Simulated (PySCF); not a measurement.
CuH₄O₄ (SMILES [OH][Cu-]([OH])([OH])[OH]) (charge −1)

Input file:

```
{"job": {"kind": "sp", "xc": "wB97X", "basis": "ma-def2-SVP", "d3": "d3bj", "grid": 2}, "charge": -1, "multiplicity": 1}
Cu     0.002761     0.001342    -0.006290
O      1.837978     0.328867    -0.119060
H      2.159880    -0.596051    -0.126879
O     -0.325166     1.840680    -0.014096
H      0.598444     2.161454    -0.070784
O     -1.832377    -0.326247     0.107409
H     -2.154488     0.598610     0.113469
O      0.330643    -1.838016     0.000381
H     -0.593017    -2.158833     0.056003
```

Run with:

```sh
OMP_NUM_THREADS=1 python redox_run.py task.json out
```

Geometry: BP86-D3(BJ)/ma-def2-SVP.

Computed with DFT single point, gas phase, functional wB97X in PySCF.

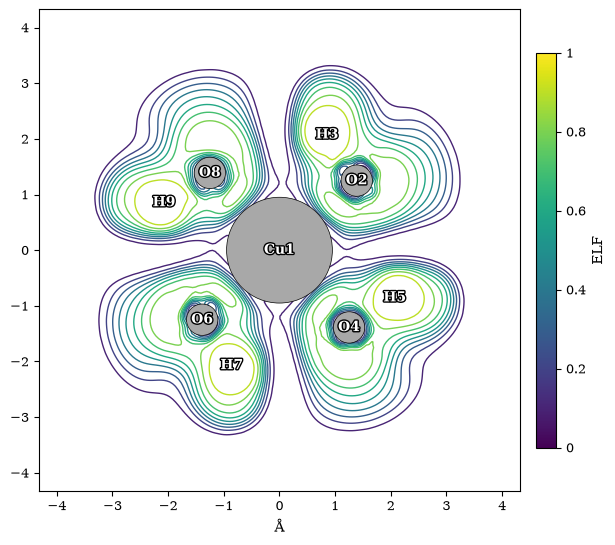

Figure 1. Electron localisation function on the molecular plane. Grey discs cover the atomic cores.

### What do the fields say about this system?

- The plane passes through Cu, O and H nuclei.
- Cu–O (1.87 Å): the ELF peaks at about 0.85 in the valence shell of O, 0.6 Å from its nucleus, and is about 0.25 at the midpoint.
- O–H (0.98 Å): the ELF climbs to about 1 towards the hydrogen, as it does in any bond to H (a covalent bond by its length).

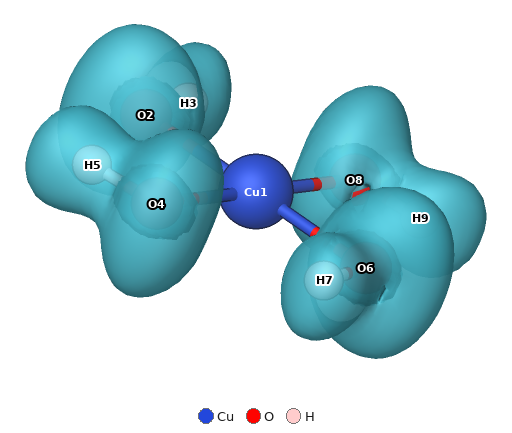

Figure 2. Isosurface of the ELF at 0.75 (cyan), seen at an oblique angle. Only the valence region is drawn (cores and ρ < 0.01 e/Å³ removed).

### Describe the localisation domains.

At this value the surface marks out four joined regions spread over several atoms (H, O), in which their bonds and any lone pairs are merged.
